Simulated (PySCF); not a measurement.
## A study: C4H12Ge, SMILES `C[Ge](C)(C)C`

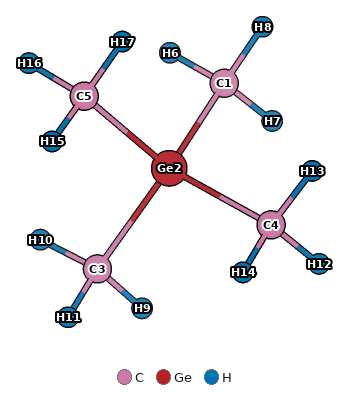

The molecule, with its atoms numbered as below. No frequency check shows the geometry to be a minimum.

Cartesian coordinates (Å):

```
C1       0.9821    1.0868   -1.3421
Ge2     -0.0003   -0.0001    0.0005
C3      -1.0314   -1.4254   -0.9241
C4       1.2974   -0.8297    1.2562
C5      -1.2498    1.1681    1.0123
H6       0.2949    1.5317   -2.0563
H7       1.6874    0.4721   -1.8949
H8       1.5345    1.8875   -0.8627
H9      -0.3718   -2.0637   -1.5054
H10     -1.7630   -0.9944   -1.6022
H11     -1.5583   -2.0478   -0.2092
H12      2.0005   -1.4623    0.7232
H13      1.8876   -0.0672    1.7597
H14      0.7853   -1.4402    1.9937
H15     -1.8159    0.5934    1.7370
H16     -1.9539    1.6526    0.3417
H17     -0.7067    1.9442    1.5448
```

Part 1: Bonding charge

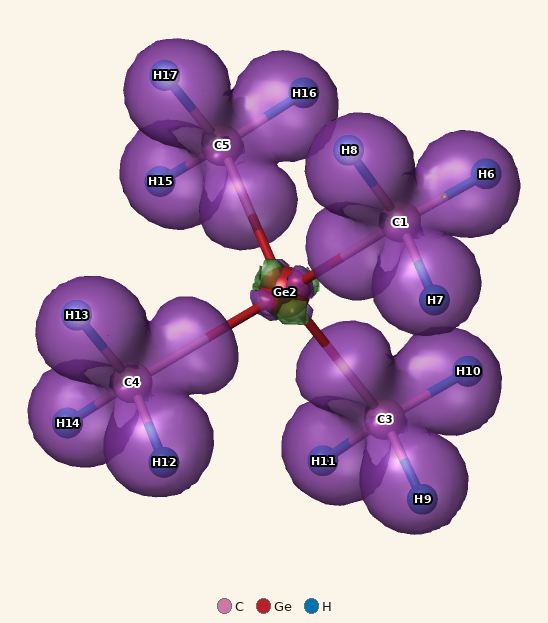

Deformation density (molecule less spherical, spin-averaged free atoms at the same positions), surfaces at ±0.09 e/Å³; purple: gain, green: loss.

Level of theory: B3LYP/def2-SVPD (PySCF), at a geometry from GFN2-xTB.

How much density has each bond gained at its critical point, relative to the free atoms?

Answer. C5–H15, C1–H8 and C3–H11: +0.65 e/Å³ at the bond critical point (bond length 1.08 Å). C4–H12, C4–H14, C3–H9, C1–H6 and 5 more like them: +0.64 e/Å³ at the bond critical point (bond length 1.09 Å). Ge2–C4, Ge2–C3, C1–Ge2 and Ge2–C5: +0.18 e/Å³ at the bond critical point (bond length 1.99 Å). In all, 3.4 electrons gather in the regions of gain relative to the promolecule.

Where do the Hirshfeld charges lie?

Answer. The highest Hirshfeld charge is on Ge2 (+0.42 e), the lowest on C1, C3, C4 and C5 (−0.20 e).

```csv
atom,charge (e)
C1,−0.20
Ge2,+0.42
C3,−0.20
C4,−0.20
C5,−0.20
H6,+0.03
H7,+0.03
H8,+0.03
H9,+0.03
H10,+0.03
H11,+0.03
H12,+0.03
H13,+0.03
H14,+0.03
H15,+0.03
H16,+0.03
H17,+0.03
```

Part 2: Bond critical points

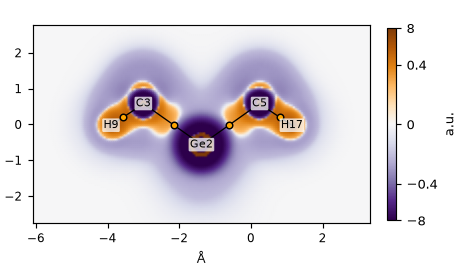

Negative Laplacian of the density (−∇²ρ) in the plane of Ge2, C3, C5, H9 and H17 (orange positive, purple negative, colour scale in a.u., logarithmic beyond ±0.04), with bond paths and bond critical points (dots).

At which bond critical points in this plane is charge locally concentrated, and at which depleted?

Answer. Concentrated (∇²ρ < 0): C3–H9 and C5–H17 (−0.98 a.u.). Depleted (∇²ρ > 0): Ge2–C3 and Ge2–C5 (+0.04 a.u., H = −0.071). A positive Laplacian with clearly negative H marks a strongly polar covalent bond, whose critical point lies close to the core of the less electronegative atom.

Where along C3–H9 does the critical point lie?

Answer. 0.68 Å from C3 and 0.41 Å from H9.

Part 3: Electrostatic potential

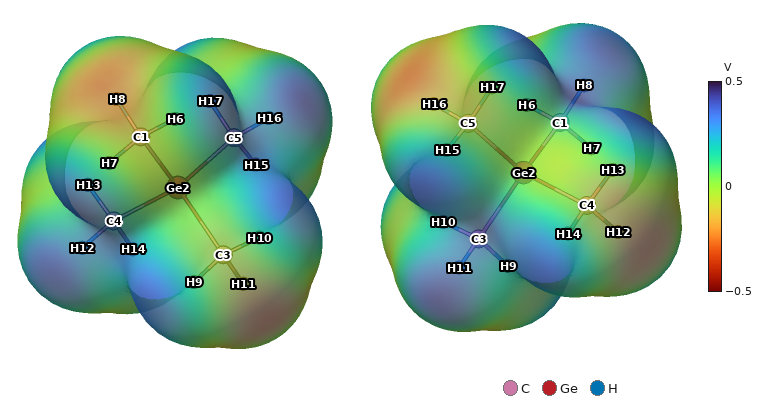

Electrostatic potential on the surface of electron density 0.001 a.u. (back view left, front view right).

Where are the extremes of the potential on the surface?

Answer. Highest: 0.42 V, near H11 (1.90 Å), H15 (1.99 Å) and H14 (2.01 Å). Lowest: −0.23 V, near H16 (1.85 Å), H15 (1.91 Å), H17 (1.95 Å) and C5 (1.99 Å), and at like points elsewhere. The surface is sampled at points, so like sites can differ by a few per cent and only the strongest of them is named.

Part 4: In an electric field

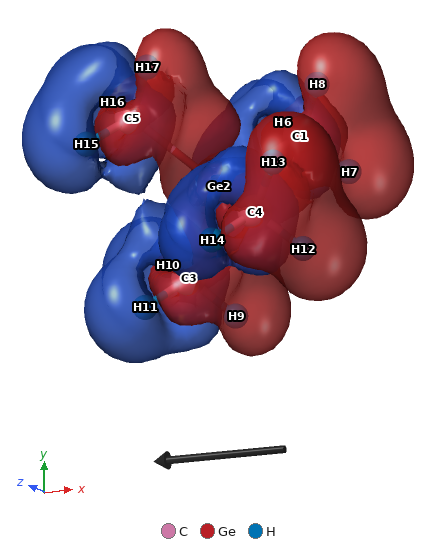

Change of the electron density in a uniform field of 0.21 V/Å along −x (arrow), surfaces at ±0.0008 e/Å³ (red: gain, blue: loss).

Method: B3LYP/def2-SVPD; geometry: GFN2-xTB; program: PySCF.

The field was applied in both directions; the picture shows the one opposite to the script's first.

How large is the response?

Answer. The induced dipole is 0.84 D (along the field); α along this axis, from the fields in both directions, is 83 bohr³ (12.2 Å³).
